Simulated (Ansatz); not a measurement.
# AlNi3: optical spectrum from first principles, part 2 of 2

What colour and refractive index does AlNi3 have at this level of theory?

Ansatz 0.2.0; DFT, PBE, plane-wave PAW, default files, scalar-relativistic, independent-particle optical response without local fields.

So far. Step 2 (Ground state and bands): There are states at the Fermi level within the smearing, so the occupations stay smeared and the carriers get a Drude term. The cell is left with a pressure of 7.4 GPa, as it stands unrelaxed at this level.

## (3) Spectrum

With the density converged, the vertical transitions are summed over the zone.

This step: DFT, PBE, plane-wave PAW, default files, scalar-relativistic, independent-particle optical response without local fields (Ansatz 0.2.0).

The input, input.yaml:

```yaml
crystal:
  lattice:
    - [3.5230547267, 0.0, 0.0]
    - [0.0, 3.5230547267, 0.0]
    - [0.0, 0.0, 3.5230547267]
  atoms:
    - { symbol: Ni, position: [0.5, 0.5, 0.0], spin: 1.0 }
    - { symbol: Ni, position: [0.5, 0.0, 0.5], spin: 1.0 }
    - { symbol: Ni, position: [0.0, 0.5, 0.5], spin: 1.0 }
    - { symbol: Al, position: [0.0, 0.0, 0.0] }
magnetization:
  spin_polarized: true
kpoints:
  mp_grid: { grid: [8, 8, 8] }
scf:
  occupations: { method: fermi_dirac, width: 0.05 }
hamiltonian:
  xc: pbe
  pseudopotentials: { kind: paw }
output:
  optics:
    e_range: [0, 20]
    de: 0.05
    sigma: 0.15
    drude_damping: 0.03
    nscf_kmesh: { grid: [10, 10, 10] }
    bands: { spectra_wanted_up_to: 20 }
```

On the command line:

```console
$ ansatz run input.yaml --threads 4 --pin off --max-ram 8192MiB --backend cpu --events-out ev --progress --plain --runs-dir out
```

Numbers of over 12 decimals in the logs are rounded to 6 here.

What it wrote:

```text
[...]
Crystal: 4 atoms, lattice volume = 43.728 Å³
Basis set: ecut = 420 eV, 847 PW (Γ)
Bands: 36, of which v1, the nominal top of the filled ones, is band 29 counted from 1 (28 counted from 0)
Symmetry: 48 space group operations
[...]
k-points: 35 of 512
[...]
Starting moments: Σ|m| = 3 μB on 3 of 4 sites
[...]
SCF iter   1: F=—  HF=-18055.689987 eV  |F-HF|=—  |Δ(HF+E_count)|=         —  Δρ=1.11e-1 (↑1.11e-1 ↓4.34e-2)  dr2=2.19e0  dr2_m=1.95e0  M=1.007 μB ∫|m|=1.266 μB  β_m=0.30  ethr=3.10e-3  ⟨swp⟩=5.8  Hψ=8972  notcnv=0  defer=11
[...]
SCF iter  15: F=-18058.365775 eV  HF=-18058.365775 eV  |F-HF|=3.64e-12  |Δ(HF+E_count)|=  3.64e-12  Δρ=1.14e-8 (↑4.33e-9 ↓1.14e-8)  dr2=6.03e-14  dr2_m=6.45e-15  M=0.703 μB ∫|m|=0.877 μB  ethr=1.00e-12  ⟨swp⟩=7.2  Hψ=8989  notcnv=0
SCF 1 converged in 15 iterations: F = -18058.365775 eV  dr2 = 6.03e-14
[...]
NSCF: frozen V_eff on 56 k-points
output.optics: what the bands over the 59 summed would add to eps1, eps2 and the energy-loss function is held between a lower and an upper bound (8 Lanczos steps). eps1, eps2 and their loss function (loss_summed_bands) are given on every row as the summed bands alone make them. Along an axis, on a row where the two bounds hold the loss function to about 1 % of the greater of itself and 0.5 % of |1/eps|, its cell (loss_completed) is given, with the completed eps1 and eps2 that it is formed of (a cell that is left empty reads nan in the table and null in the record). The two bounds hold it so along every axis on all 400 rows up to 20.000 eV. [rest of the remark cut]
SCF converged after 15 iterations
Magnetization: 0.7028 μB (28.8514 up, 28.1486 down)
Absolute magnetization: 0.8779 μB (∫|ρ↑−ρ↓|, with the PAW one-centre terms)
[...]
Per-site moments (μB) at R_I (Å): [(0.260065, 1.027610), (0.260065, 1.027610), (0.260065, 1.027610), (-0.015726, 1.027610)]
Free energy (F): -18058.365775 eV
[...]
Internal energy: -18058.336951 eV  (E = F + TS)
E sigma→0 (E₀):  -18058.351363 eV
Entropy (-TS):   -0.028824 eV (-7.206 meV/atom)
Fermi energy:    16.472192 eV
[...]
--- Band table (eV; the first three rows and the last of 70) ---
  k-point 0 ↑: bands = [... 25 lower, 16.4101, 16.4101, 16.4101, 17.2989, 17.2989, 17.2989, 23.1580, 23.1580, ... 3 higher]
  k-point 1 ↑: bands = [... 25 lower, 16.0165, 16.1450, 16.4103, 16.6016, 17.9438, 17.9438, 23.1388, 23.5981, ... 3 higher]
  k-point 2 ↑: bands = [... 25 lower, 15.7858, 15.8570, 15.9805, 16.4107, 19.1006, 19.1006, 23.0843, 23.8700, ... 3 higher]
  k-point 34 ↓: bands = [... 25 lower, 15.5549, 15.5549, 16.1541, 16.5998, 16.5998, 16.5998, 20.1549, 20.8091, ... 3 higher]
```

It took 1.9 min on 4 threads of Intel Xeon at 2.50GHz (Skylake/Cascade Lake), shared host; peak memory 1.6 GiB; 6.6 min of CPU time.

Numbers from this step:

```
magnetization                                                : 0.7028 μB
absolute magnetization                                       : 0.8779 μB
site moments                                                 : 0.2601, 0.2601, 0.2601, -0.01573 μB
main peak of the optical conductivity above 1 eV, first axis : 1.405 eV
Drude plasma energy, first axis                              : 4.339 eV
bands summed                                                 : 59
spectra valid up to                                          : 30.49 eV
program's estimate of the k-sum error in Im epsilon          : 0.14 %
electrons in the f-sum                                       : 20.25
```

The Im ε, any direction has structure finer than the step of the table below, so its rows give means over 2 eV, whole bins alone (the curve runs from 0.3 to 20 eV). Peaks (eV: height): 1.2: 49.8.

The Im ε, any direction by photon energy; means over each step:

| photon energy (eV) | Im ε, any direction |
| --- | --- |
| 2 | 27.3 |
| 4 | 7.74 |
| 6 | 6.65 |
| 8 | 4.23 |
| 10 | 2.63 |
| 12 | 2.34 |
| 14 | 1.87 |
| 16 | 1.48 |
| 18 | 0.943 |

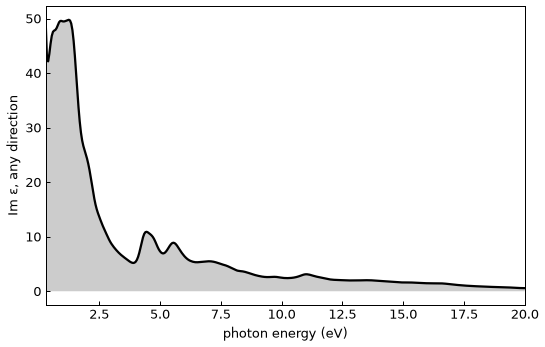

Im ε, any direction against photon energy.

Table of Re ε, any direction by photon energy:

| photon energy (eV) | Re ε, any direction |
| --- | --- |
| 2 | -11.0 |
| 4 | 2.25 |
| 6 | -2.27 |
| 8 | -1.75 |
| 10 | -0.465 |
| 12 | -0.559 |
| 14 | -0.288 |
| 16 | -0.199 |
| 18 | -0.165 |
| 20 | 0.224 |

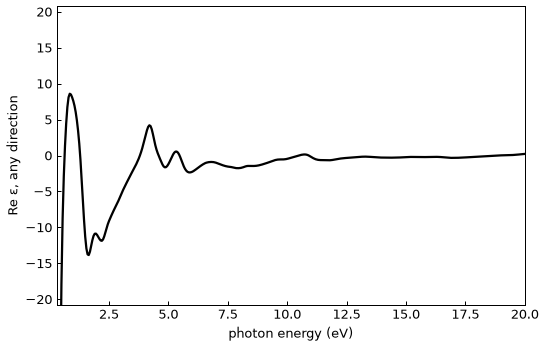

Re ε, any direction, plotted against photon energy. Below 1 eV the curve runs off the scale.

Table of refractive index n and extinction k by photon energy:

| photon energy (eV) | n | k |
| --- | --- | --- |
| 1 | 5.37 | 4.61 |
| 2 | 2.80 | 4.35 |
| 3 | 1.55 | 2.81 |
| 4 | 2.01 | 1.34 |
| 5 | 1.76 | 2.08 |
| 6 | 1.51 | 2.13 |
| 7 | 1.51 | 1.81 |
| 8 | 1.17 | 1.77 |
| 9 | 0.977 | 1.47 |
| 10 | 1.01 | 1.22 |
| 11 | 1.21 | 1.28 |
| 12 | 0.915 | 1.18 |
| 13 | 0.947 | 1.05 |
| 14 | 0.906 | 1.05 |
| 15 | 0.839 | 0.960 |
| 16 | 0.800 | 0.916 |
| 17 | 0.696 | 0.901 |
| 18 | 0.619 | 0.740 |
| 19 | 0.625 | 0.608 |
| 20 | 0.646 | 0.440 |

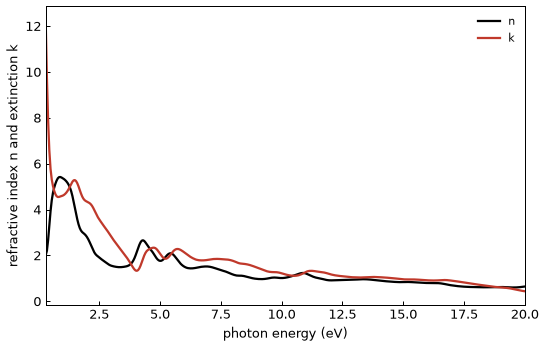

Refractive index n and extinction k against photon energy.

The loss function −Im 1/ε at q → 0, any direction by energy loss; read off at these points:

| energy loss (eV) | loss function −Im 1/ε at q → 0, any direction |
| --- | --- |
| 2.0 | 0.0341 |
| 4.0 | 0.158 |
| 6.0 | 0.138 |
| 8.0 | 0.205 |
| 10.0 | 0.389 |
| 12.0 | 0.433 |
| 14.0 | 0.513 |
| 16.0 | 0.671 |
| 18.0 | 1.06 |
| 19.8 | 1.59 |
| 20.0 | 1.53 |

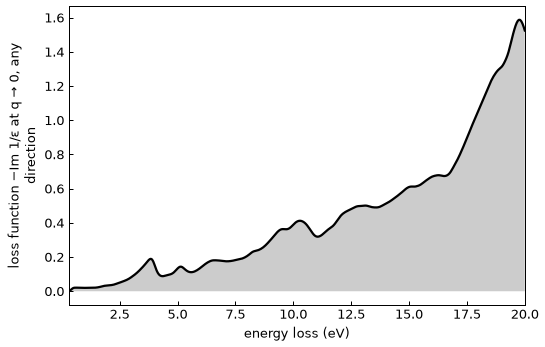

Loss function −Im 1/ε at q → 0, any direction against energy loss.

Values under 1 per cm are given as 1. The absorption coefficient, any direction by photon energy:

| photon energy (eV) | absorption coefficient, any direction (1/cm) |
| --- | --- |
| 2.00 | 8.8e5 |
| 4.00 | 5.4e5 |
| 6.00 | 1.3e6 |
| 8.00 | 1.4e6 |
| 10.00 | 1.2e6 |
| 12.00 | 1.4e6 |
| 14.00 | 1.5e6 |
| 16.00 | 1.5e6 |
| 18.00 | 1.4e6 |
| 20.00 | 8.9e5 |

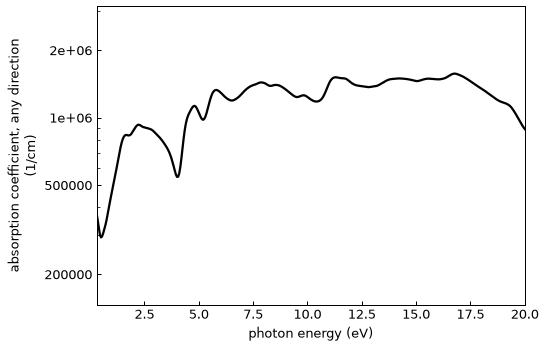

Absorption coefficient, any direction, plotted against photon energy.

From ε follow the optical constants at some laser and lamp lines:

| wavelength (nm) | n | k | R (%) | 1/α |
| --- | --- | --- | --- | --- |
| 1064 | 5.21 | 4.764 | 66.0 | 18 nm |
| 800 | 3.82 | 5.243 | 69.9 | 12 nm |
| 633 | 2.86 | 4.368 | 66.3 | 12 nm |
| 532 | 2.09 | 3.907 | 66.3 | 11 nm |
| 405 | 1.53 | 2.718 | 55.6 | 12 nm |
| 248 | 1.77 | 2.080 | 41.0 | 9.5 nm |
| 193 | 1.45 | 1.843 | 38.3 | 8.3 nm |

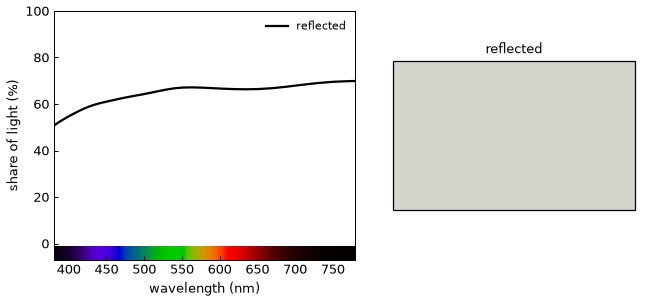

Light reflected across the visible range, with the colour that it makes of daylight (sRGB).

A polished face would reflect 66 % of daylight and look light grey (CIE x = 0.319, y = 0.339 under D65).

## (4) Outcome

| Property | Result |
| --- | --- |
| gap on the path | 0 eV |
| main peak of the optical conductivity above 1 eV, first axis | 1.40 eV |
| Drude plasma energy, first axis | 4.34 eV |

In words: At this level (PBE, independent particles) AlNi3 is a metal with a Drude plasma energy of 4.3 eV; it reflects 67 % at 550 nm. Along x the bare Drude plasma energy is 4.3 eV; Re ε first rises through zero at 0.63 eV, far lower, because interband transitions screen the carriers. Im ε is 48 there, so the loss peak at that energy is weak. A polished face would reflect 66 % of daylight and look light grey (CIE x = 0.319, y = 0.339 under D65). In the base run ε includes the program's bounded estimate of what the bands above those summed add. The carriers' damping of 0.03 eV is typed, not computed; at 0.8 eV the carriers give 2 % of Im ε along the first axis; the rest comes from the sum over bands, which at low energy also holds close bands and the noise of the mesh. The magnetic state comes from one start and need not be the lowest. The Fermi-Dirac width of 0.05 eV acts as an electron temperature of 580 K in the carriers' term.

[Logs are printed without paths, hosts, clocks, repeated set-up lines and the standing remarks that a program may print on its own settings, such as how far it seeks lower states.]

[Hosts, paths, dates, database ids (printed as entryN), source tags and the programs' standing remarks are cut or masked in the printed files.]
